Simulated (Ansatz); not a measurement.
# GeH₄S₂: basis-set convergence

How large a basis does GeH₄S₂ need? Two functionals are run in growing sets.

The runs use Ansatz 0.2.0, Gaussian basis; one geometry, several basis sets.

Levels to be run: PBE0-D4/def2-SVP; ωB97M-V/def2-SVP; PBE0-D4/def2-QZVPP; ωB97M-V/def2-QZVPP; the functionals' def2-TZVPP values are taken from earlier runs.

### 1 The geometry

All runs share one geometry, relaxed beforehand with PBE0-D4 in a triple-zeta def2 set.

SMILES `[SH][GeH2][SH]`, 7 atoms, charge 0, spin multiplicity 1.

Atoms are counted from 1 here; the program's logs count them from 0.

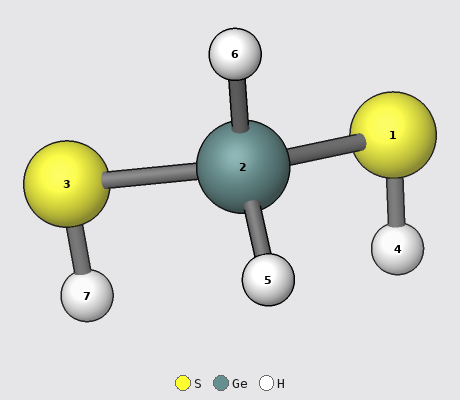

The structure; sulfur yellow, germanium teal, hydrogen white; atoms are numbered from 1 in the order of the file.

### 2 PBE0-D4 in def2-SVP

The input, in.yaml:

```yaml
crystal:
  periodic: [false, false, false]
  atoms:
    - {symbol: S, position_ang: [-1.995182, -0.110722, -0.168250]}
    - {symbol: Ge, position_ang: [0.072858, 0.572529, 0.270589]}
    - {symbol: S, position_ang: [1.429754, -1.038592, 0.977307]}
    - {symbol: H, position_ang: [-1.662285, -0.690901, -1.332645]}
    - {symbol: H, position_ang: [0.669243, 1.215685, -0.989241]}
    - {symbol: H, position_ang: [-0.055231, 1.549458, 1.442323]}
    - {symbol: H, position_ang: [1.602042, -1.565459, -0.245785]}
basis:
  gaussian: {orbitals: def2-SVP}
hamiltonian: {xc: pbe0, dispersion: d4}
output: {orbitals: {seedname: orbitals}}
```

On the command line:

```console
$ ansatz run in.yaml --threads 4 --pin off --events-out ev --progress --plain --max-ram 10444MiB
```

Output:

```text
Functional definition: PBE0
  name "PBE0"
  cite "Adamo & Barone, J. Chem. Phys. 110, 6158 (1999) doi:10.1063/1.478522"
  cite "Perdew, Burke & Ernzerhof, Phys. Rev. Lett. 77, 3865 (1996) doi:10.1103/PhysRevLett.77.3865"
  parent pbe
  parameter a = 0.25
  parameter kappa = 0.804
  parameter beta = 0.06672455060314922
  exchange = (1 - a)*pbe_x(kappa = kappa, mu = beta*pi^2/3) + a*exact_x
  correlation = pbe_c(beta = beta)
844 factors; integrals over basis functions are off by at most 1.6e-3 eV
mean field evaluation 1: about -78226.0849 eV, gradient 1.9e1 eV
mean field evaluation 2: about -78226.0521 eV, gradient 2.0e1 eV
mean field evaluation 4: about -78226.7494 eV, gradient 4.3e-1 eV
mean field evaluation 8: about -78226.8040 eV, gradient 6.5e-2 eV
mean field evaluation 16: about -78226.8040 eV, gradient 3.1e-5 eV
mean field -78226.80404926 eV, -2874.7820247781 hartree, gradient 3.1e-5 eV, S^2 0.000000; 0 other end points of the search recorded, 0 dependent functions left out
reference -78226.80407246 eV, -2874.7820256306 hartree; 34, 34 occupied and 54, 54 virtual orbitals, 844 factors
Total energy: -78226.94916330 eV, -2874.7873576208 hartree
```

It took 0.75 s on 4 threads of Arm Neoverse V2, shared host.

### 3 ωB97M-V in def2-SVP

in.yaml, as its differences from that of step 2:

```diff
@@ -12,3 +12,3 @@
   gaussian: {orbitals: def2-SVP}
-hamiltonian: {xc: pbe0, dispersion: d4}
+hamiltonian: {xc: {name: wB97M-V}}
 output: {orbitals: {seedname: orbitals}}
```

The command is unchanged.

Output, shortened:

```text
Functional definition: wB97M-V
  name "wB97M-V"
  cite "Mardirossian & Head-Gordon, J. Chem. Phys. 144, 214110 (2016) doi:10.1063/1.4952647"
  cite "Becke, J. Chem. Phys. 107, 8554 (1997) doi:10.1063/1.475007"
  cite "Vydrov & Van Voorhis, J. Chem. Phys. 133, 244103 (2010) doi:10.1063/1.3521275"
  # Of w^i u^j: cxij and so on, Table III.
[...]
  gx(w, u) = 1 - cx + cx01*u + cx10*w
  gss(w, u) = css00 + css04*u^4 + css10*w + css20*w^2 + css43*w^4*u^3
  gos(w, u) = cos00 + cos10*w + (cos20 + cos21*u)*w^2 + (cos60 + cos61*u)*w^6
[...]
      + integral(e_c_pw_mod_opposite_spin*gos(b97_w_opposite, b97_u_opposite)) + vv10(b, c)
844 factors; integrals over basis functions are off by at most 1.6e-3 eV
262 factors; integrals over basis functions are off by at most 9.0e-6 eV
[...]
mean field -78236.92309489 eV, -2875.1538928460 hartree, gradient 4.6e-5 eV, S^2 0.000000; 0 other end points of the search recorded, 0 dependent functions left out
reference -78236.92313222 eV, -2875.1538942179 hartree; 34, 34 occupied and 54, 54 virtual orbitals, 844 factors
Total energy: -78236.92313222 eV, -2875.1538942179 hartree
```

It took 3.2 s on 4 threads of Arm Neoverse V2, shared host.

### 4 PBE0-D4 in def2-QZVPP

in.yaml, as its differences from that of step 3:

```diff
@@ -11,4 +11,4 @@
 basis:
-  gaussian: {orbitals: def2-SVP}
-hamiltonian: {xc: {name: wB97M-V}}
+  gaussian: {orbitals: "def2-QZVPP.json"}
+hamiltonian: {xc: pbe0, dispersion: d4}
 output: {orbitals: {seedname: orbitals}}
```

The command is unchanged.

Output:

```text
Functional definition: PBE0
  name "PBE0"
  cite "Adamo & Barone, J. Chem. Phys. 110, 6158 (1999) doi:10.1063/1.478522"
  cite "Perdew, Burke & Ernzerhof, Phys. Rev. Lett. 77, 3865 (1996) doi:10.1103/PhysRevLett.77.3865"
  parent pbe
  parameter a = 0.25
  parameter kappa = 0.804
  parameter beta = 0.06672455060314922
  exchange = (1 - a)*pbe_x(kappa = kappa, mu = beta*pi^2/3) + a*exact_x
  correlation = pbe_c(beta = beta)
1556 factors; their error is unknown
mean field evaluation 1: about -78242.3014 eV, gradient 2.4e1 eV
mean field evaluation 2: about -78242.4641 eV, gradient 2.7e1 eV
mean field evaluation 4: about -78243.2892 eV, gradient 1.2e0 eV
mean field evaluation 8: about -78243.4550 eV, gradient 4.4e-1 eV
mean field evaluation 16: about -78243.4550 eV, gradient 3.2e-5 eV
mean field -78243.45498685 eV, -2875.3939354482 hartree, gradient 3.2e-5 eV, S^2 0.000000; 0 other end points of the search recorded, 0 dependent functions left out
reference -78243.45502041 eV, -2875.3939366814 hartree; 34, 34 occupied and 315, 315 virtual orbitals, 1556 factors
Total energy: -78243.60011125 eV, -2875.3992686716 hartree
```

It took 4.8 s on 4 threads of Arm Neoverse V2, shared host; peak memory 1.2 GiB.

### 5 ωB97M-V in def2-QZVPP

in.yaml, as its differences from that of step 4:

```diff
@@ -12,3 +12,3 @@
   gaussian: {orbitals: "def2-QZVPP.json"}
-hamiltonian: {xc: pbe0, dispersion: d4}
+hamiltonian: {xc: {name: wB97M-V}}
 output: {orbitals: {seedname: orbitals}}
```

Launched as before.

Output, shortened:

```text
Functional definition: wB97M-V
  name "wB97M-V"
  cite "Mardirossian & Head-Gordon, J. Chem. Phys. 144, 214110 (2016) doi:10.1063/1.4952647"
  cite "Becke, J. Chem. Phys. 107, 8554 (1997) doi:10.1063/1.475007"
  cite "Vydrov & Van Voorhis, J. Chem. Phys. 133, 244103 (2010) doi:10.1063/1.3521275"
  # Of w^i u^j: cxij and so on, Table III.
[...]
  gx(w, u) = 1 - cx + cx01*u + cx10*w
  gss(w, u) = css00 + css04*u^4 + css10*w + css20*w^2 + css43*w^4*u^3
  gos(w, u) = cos00 + cos10*w + (cos20 + cos21*u)*w^2 + (cos60 + cos61*u)*w^6
[...]
      + integral(e_c_pw_mod_opposite_spin*gos(b97_w_opposite, b97_u_opposite)) + vv10(b, c)
1488 factors; their error is unknown
289 factors; integrals over basis functions are off by at most 1.7e-5 eV
[...]
mean field -78253.46402725 eV, -2875.7617608984 hartree, gradient 7.1e-5 eV, S^2 0.000000; 0 other end points of the search recorded, 0 dependent functions left out
reference -78253.46408110 eV, -2875.7617628773 hartree; 34, 34 occupied and 315, 315 virtual orbitals, 1488 factors
Total energy: -78253.46408110 eV, -2875.7617628773 hartree
```

Wall time 11 s (4 threads of Arm Neoverse V2, shared host); peak memory 1.4 GiB.

### 6 Functionals by basis

The def2-TZVPP values come from earlier runs at the same geometry.

```
functional       basis  functions  energy (eV)  from the largest (eV)  HOMO (eV)  LUMO (eV)
   PBE0-D4    def2-SVP         88  -78226.9492                 16.651      -7.21      -0.08
   PBE0-D4  def2-TZVPP        188  -78241.7117                  1.888      -7.35      -0.50
   PBE0-D4  def2-QZVPP        349  -78243.6001                  0.000      -7.38      -0.62
   ωB97M-V    def2-SVP         88  -78236.9231                 16.541      -9.32       1.99
   ωB97M-V  def2-TZVPP        188  -78251.6302                  1.834      -9.50       1.42
   ωB97M-V  def2-QZVPP        349  -78253.4641                  0.000      -9.53       1.14
```

### 7 Outcome

| quantity | value |
| --- | --- |
| PBE0-D4: double and triple zeta above quadruple | 16.65, 1.89 eV |
| ωB97M-V: double and triple zeta above quadruple | 16.54, 1.83 eV |

What this shows: For PBE0-D4 the step from double to triple zeta gains 14.76 eV and the next only 1.89 eV. Total energies overstate the basis error of differences, where much of it tends to cancel. The LUMO of ωB97M-V is positive and keeps falling with the basis (1.99 to 1.14 eV): an unbound level that the basis holds in place.

For PBE0-D4 the largest set took about 6 times as long as the smallest (4.8 s against 0.75 s).
